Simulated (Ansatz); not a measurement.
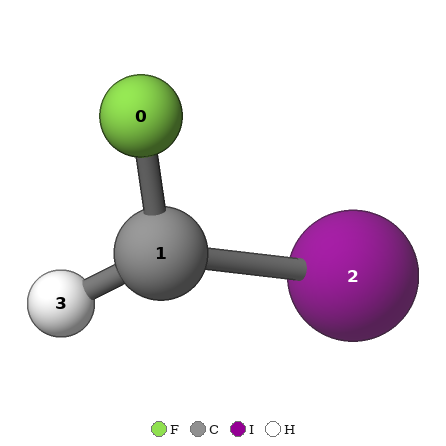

The picture shows the input geometry. Atoms are numbered from 0, in the order of the input.

Ansatz 0.2.0 input:

```yaml
crystal:
  periodic: [false, false, false]
  atoms:
    - {symbol: F, position_ang: [-0.074964, -1.200112, 0.649238]}
    - {symbol: C, position_ang: [0.121093, 0.052872, 0.292651]}
    - {symbol: I, position_ang: [-1.176660, 0.738769, -1.182103]}
    - {symbol: H, position_ang: [1.123316, 0.304069, 0.204016]}
basis:
  gaussian: {orbitals: def2-TZVPP}
magnetization: {spin_polarized: true, initial_magnetization: 1}
correlation: {method: ccsd_t}
scf: {omitted_lower_state_checks: [cluster_reference]}
output: {forces: true}
```

Result:

```
Functional definition: HF
  name "HF"
  cite "Fock, Z. Phys. 61, 126 (1930) doi:10.1007/BF01340294"
  parent pbe
  exchange = exact_x
  correlation = 0
these checks for a lower state are left out or cut short: cluster_reference
967 factors; integrals over basis functions are off by at most 1.2e-3 eV
mean field evaluation 1: about -11822.9939 eV, gradient 1.5e1 eV
mean field evaluation 2: about -11823.0010 eV, gradient 1.5e1 eV
mean field evaluation 4: about -11824.3886 eV, gradient 2.9e0 eV
mean field evaluation 8: about -11824.5167 eV, gradient 3.3e-1 eV
mean field -11824.52112374 eV, -434.5431363492 hartree, gradient 1.7e-6 eV, S^2 0.768882; 0 other end points of the search recorded, 0 dependent functions left out
6 core orbitals not correlated: weight in the atoms' cores, before any rotation towards them, 1.000 or more for the frozen orbitals, at most 0.000 for the correlated occupied ones
reference -11824.52112374 eV, -434.5431363492 hartree; 15, 14 occupied and 105, 106 virtual orbitals, 967 factors
second order -23.99965978 eV of doubles, -0.00000000 eV of singles
cycle   1  -22.90190150 eV  change     1.1e0 eV  update   1.0e-1
cycle   2  -23.44680821 eV  change   -5.4e-1 eV  update   3.1e-2
cycle   3  -23.55319753 eV  change   -1.1e-1 eV  update   1.9e-2
cycle   4  -23.53808092 eV  change    1.5e-2 eV  update   7.9e-3
cycle   5  -23.53681525 eV  change    1.3e-3 eV  update   4.3e-3
cycle   6  -23.54061583 eV  change   -3.8e-3 eV  update   1.7e-3
cycle   7  -23.54032439 eV  change    2.9e-4 eV  update   7.4e-4
cycle   8  -23.54006259 eV  change    2.6e-4 eV  update   3.5e-4
cycle   9  -23.54019682 eV  change   -1.3e-4 eV  update   1.6e-4
cycle  10  -23.54012755 eV  change    6.9e-5 eV  update   6.7e-5
cycle  11  -23.54013459 eV  change   -7.0e-6 eV  update   3.4e-5
cycle  12  -23.54015614 eV  change   -2.2e-5 eV  update   1.8e-5
cycle  13  -23.54016548 eV  change   -9.3e-6 eV  update   9.5e-6
cycle  14  -23.54016453 eV  change    9.5e-7 eV  update   4.8e-6
cycle  15  -23.54016600 eV  change   -1.5e-6 eV  update   2.1e-6
cycle  16  -23.54016484 eV  change    1.2e-6 eV  update   1.1e-6
perturbative correction -0.65848464 eV, -0.0241988641 hartree
the calculation of the forces begins
working
working
working
mean field evaluation 16: about -11824.5136 eV, gradient 7.9e-2 eV
Total energy: -11848.71977322 eV, -435.4324203150 hartree
Atom 0 at    -0.074964    -1.200112     0.649238 Å, force    -0.107193    -0.753846     0.332089 eV/Å
Atom 1 at     0.121093     0.052872     0.292651 Å, force    -1.813049     0.146704    -0.291798 eV/Å
Atom 2 at    -1.176660     0.738769    -1.182103 Å, force     0.132912     0.035583     0.124856 eV/Å
Atom 3 at     1.123316     0.304069     0.204016 Å, force     1.787330     0.571558    -0.165147 eV/Å
Dipole moment:     0.163715     0.114409    -0.061132 e Å
Checks for a lower state left out: cluster_reference
```
